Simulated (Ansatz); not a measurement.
# C2H7GeIO (SMILES [GeH3][CH2]OCI): what the fields show

Input file:

```
crystal:
  periodic: [false, false, false]
  atoms:
    - { symbol: Ge, position_ang: [-1.0782, -0.8923, 1.1127] }
    - { symbol: C, position_ang: [0.6743, -0.2662, 0.6447] }
    - { symbol: O, position_ang: [0.6039, 1.0033, 0.0035] }
    - { symbol: C, position_ang: [0.6444, 0.8586, -1.3867] }
    - { symbol: I, position_ang: [0.3008, 2.7594, -2.2873] }
    - { symbol: H, position_ang: [-1.9532, -1.0478, -0.1937] }
    - { symbol: H, position_ang: [-1.0235, -2.177, 1.8937] }
    - { symbol: H, position_ang: [-1.7714, 0.2511, 1.9693] }
    - { symbol: H, position_ang: [1.1974, -1.031, 0.086] }
    - { symbol: H, position_ang: [1.2459, -0.1599, 1.6179] }
    - { symbol: H, position_ang: [-0.3024, 0.2143, -1.665] }
    - { symbol: H, position_ang: [1.539, 0.4322, -1.7611] }
basis:
  gaussian: { orbitals: def2-SVP }
hamiltonian:
  xc: b3lyp
relax:
  f_tol: 0.015
  max_steps: 40
output:
  orbitals: {}
```

Launched as:

```sh
ansatz run input.yaml --threads 2 --pin off --max-ram 3072MiB --backend cpu --events-out ev --progress --plain --runs-dir out
```

The fields are those of the relaxed geometry.

Core potentials replace the inner electrons of I.

Computed with RKS B3LYP/def2-SVP (Ansatz 0.2.0).

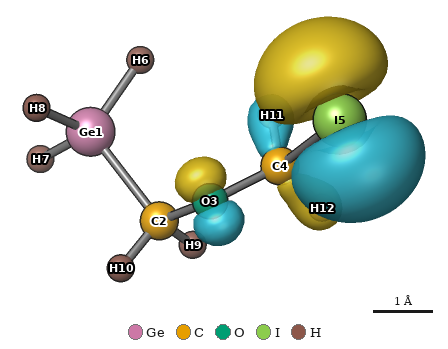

Figure 1. One frontier orbital at ±0.15 Å⁻³ᐟ² (yellow and cyan are the two phases), seen at a tilt.

> Which orbital is it: HOMO or LUMO?

The HOMO, at −6.88 eV. Its weight (Hirshfeld) is mainly on I5 (about 80 %) and O3 (about 5 %); largely a lone pair of I5.

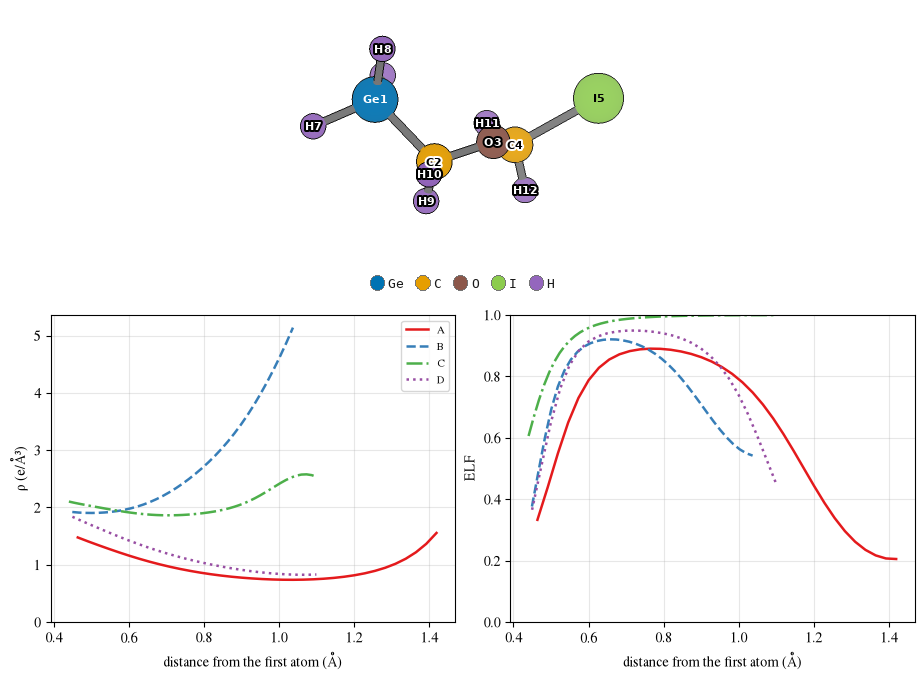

Figure 2. Electron density and electron localisation function along straight lines between neighbouring atoms. The curves leave out the atomic cores. The structure is drawn too.

> Which curve belongs to which contact (C–Ge, C–H, C–I and C–O)? The first atom named is at distance zero.

Curve A: C–I (2.18 Å): ρ at the midpoint is about 0.75 e/Å³; the ELF peaks at about 0.90 between the atoms (localised, covalent bonding). Curve B: C–O (1.38 Å): ρ at the midpoint is about 2.2 e/Å³, with its minimum of 1.9 e/Å³ about 0.5 Å from C; the ELF peaks at about 0.90 between the atoms; a shared but strongly polarised pair. Curve C: C–H (1.10 Å): ρ is about 2 e/Å³ halfway; the ELF climbs to about 1 towards the hydrogen, as it does in any bond to H: a covalent bond by its length. Curve D: C–Ge (2.00 Å): ρ is about 0.84 e/Å³ halfway; the ELF peaks at about 0.95 in the valence shell of C, 0.7 Å from its nucleus, and is about 0.75 at the midpoint.

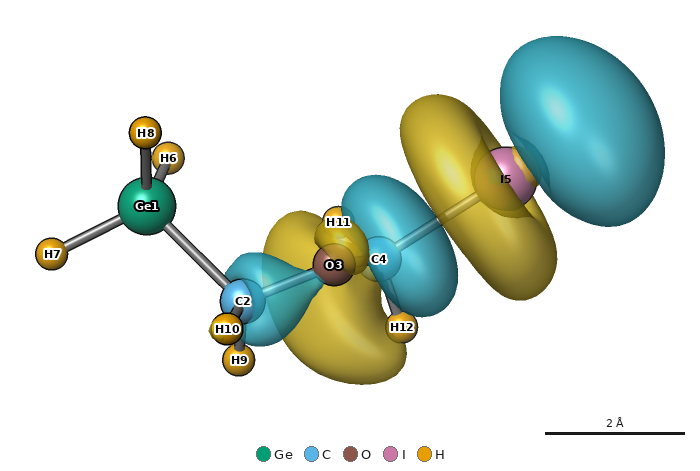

Figure 3. The LUMO at ±0.08 Å⁻³ᐟ² (yellow and cyan are the two phases), seen at a tilt.

> What is the character of this orbital?

By Hirshfeld shares it lies mainly on I5 (about 55 %) and C4 (about 30 %). Its energy is −1.12 eV.
